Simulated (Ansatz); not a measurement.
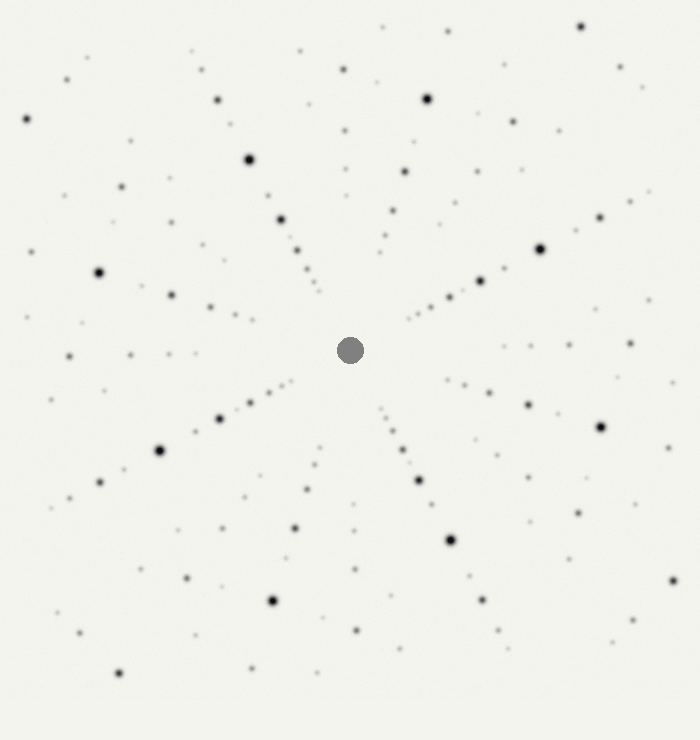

Simulated back-reflection Laue pattern (white X-rays, 0.45 to 2.2 Å, flat plate covering ±45° about the beam, kinematic intensities, seen from the source).

Question: Which symmetry elements lie along the beam?

Answer: 4mm: a fourfold axis with mirror lines.

The crystal is ErC, space group F-43m (No. 216), a = 5.405 Å. Structure: the input geometry of an electronic-structure calculation (not necessarily at equilibrium); the starting structure was generated, so it need not be a known form of this composition.

Question: Which direction points towards the source?

Answer: [001] or one equivalent to it by a rotation of the Laue group. In Laue class m-3m no other family of directions with a member of indices 0 and ±1 has this symmetry.
